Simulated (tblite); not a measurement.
Energy landscape of H3 (cation, charge +1), singlet: collinear H-H-H surface. Scanned: first H-H distance and second H-H distance.

Cartesian coordinates as functions of the variables (Å; names that start with a are angles):
```
H  0  0  -r1
H  0  0  0
H  0  0  r2
```

Calculation: GFN2-xTB, 300 K electronic temperature run with tblite.

Energy in mEh above the lowest grid point; x is the first H-H distance (Å), y the second H-H distance (Å).

| y \ x | 0.63 | 0.68 | 0.74 | 0.80 | 0.87 | 0.94 | 1.02 | 1.11 | 1.22 | 1.37 | 1.55 | 1.81 | 2.15 |
|---|---|---|---|---|---|---|---|---|---|---|---|---|---|
| 2.15 | 113.0 | 99.6 | 89.5 | 84.0 | 81.5 | 82.3 | 85.9 | 92.2 | 101.8 | 116.3 | 133.7 | 156.3 | 178.7 |
| 1.81 | 95.3 | 81.5 | 71.0 | 64.9 | 62.0 | 62.4 | 65.7 | 71.7 | 80.9 | 95.1 | 112.2 | 134.3 | 156.3 |
| 1.55 | 77.1 | 63.0 | 52.0 | 45.5 | 42.2 | 42.3 | 45.2 | 50.9 | 59.8 | 73.7 | 90.5 | 112.2 | 133.7 |
| 1.37 | 63.2 | 48.8 | 37.4 | 30.6 | 27.0 | 26.8 | 29.5 | 34.9 | 43.6 | 57.1 | 73.7 | 95.1 | 116.3 |
| 1.22 | 52.2 | 37.5 | 25.8 | 18.7 | 14.7 | 14.3 | 16.7 | 21.9 | 30.3 | 43.6 | 59.8 | 80.9 | 101.8 |
| 1.11 | 45.7 | 30.7 | 18.7 | 11.3 | 7.1 | 6.4 | 8.6 | 13.6 | 21.9 | 34.9 | 50.9 | 71.7 | 92.2 |
| 1.02 | 42.5 | 27.2 | 14.9 | 7.2 | 2.7 | 1.8 | 3.8 | 8.6 | 16.7 | 29.5 | 45.2 | 65.7 | 85.9 |
| 0.94 | 42.4 | 26.9 | 14.1 | 6.0 | 1.2 | 0.0 | 1.8 | 6.4 | 14.3 | 26.8 | 42.3 | 62.4 | 82.3 |
| 0.87 | 46.0 | 30.1 | 16.7 | 8.0 | 2.6 | 1.2 | 2.7 | 7.1 | 14.7 | 27.0 | 42.2 | 62.0 | 81.5 |
| 0.80 | 54.8 | 38.5 | 24.2 | 14.4 | 8.0 | 6.0 | 7.2 | 11.3 | 18.7 | 30.6 | 45.5 | 64.9 | 84.0 |
| 0.74 | 66.2 | 49.8 | 35.1 | 24.2 | 16.7 | 14.1 | 14.9 | 18.7 | 25.8 | 37.4 | 52.0 | 71.0 | 89.5 |
| 0.68 | 81.2 | 64.6 | 49.8 | 38.5 | 30.1 | 26.9 | 27.2 | 30.7 | 37.5 | 48.8 | 63.0 | 81.5 | 99.6 |
| 0.63 | 97.9 | 81.2 | 66.2 | 54.8 | 46.0 | 42.4 | 42.5 | 45.7 | 52.2 | 63.2 | 77.1 | 95.3 | 113.0 |

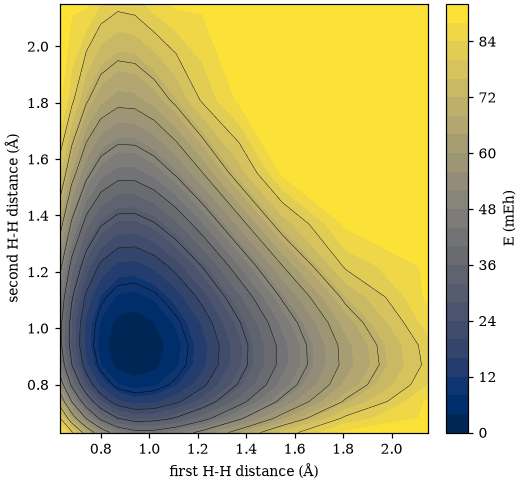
Figure: Energy surface, cut off at 89 mEh.

Points that lie below all their neighbours on the grid: x = 0.94, y = 0.94 (0.0 mEh).
